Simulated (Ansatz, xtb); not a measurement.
Stretching the In1–H2 bond in ClFHIn (SMILES [F][InH][Cl]) (multiplicity 1 held, fragments rigid). Energies count from the point at 1.694 Å.
Geometry at that point (charge 0, multiplicity 1):
| atom | x (Å) | y (Å) | z (Å) |
|---|---|---|---|
| In | -0.0947 | -0.4182 | 0.2022 |
| H | -1.0212 | -1.8132 | 0.4545 |
| F | 1.5781 | -0.1126 | 1.1639 |
| Cl | -0.5023 | 1.3717 | -1.2258 |

Restricted levels (R-, RO-) in cc, def2 and unpolarised 6-31G sets keep to the state of the molecule at rest. U- levels take the lowest unrestricted solution at each point, which mixes spins at long bonds. Active spaces are followed from a long bond inwards. Curves can end on different states.

Cores are frozen in the correlated methods. Filled d and f shells under p-block atoms count as core.

Codes used: Ansatz (Gaussian basis) for Hartree–Fock, density functionals and correlated methods; xtb for the GFN methods.  In def2 rows elements past Kr take small-core potentials, without spin–orbit coupling. The GFN methods have no spin term and hold the electronic entropy of 300 K.

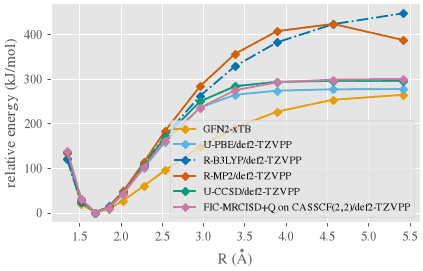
Relative energy along the coordinate

Q: Read off the GFN2-xTB curve at R = 3.387.

A: about 190 kJ/mol

Doubts at one or more of the structures used: a spin-contaminated determinant (U-PBE/def2-TZVPP, U-CCSD/def2-TZVPP); a restricted determinant that unrestricted orbitals would lower (R-B3LYP/def2-TZVPP, R-MP2/def2-TZVPP); T1 above 0.05 (U-CCSD/def2-TZVPP).

Ansatz is a quantum-chemistry and plane-wave program.
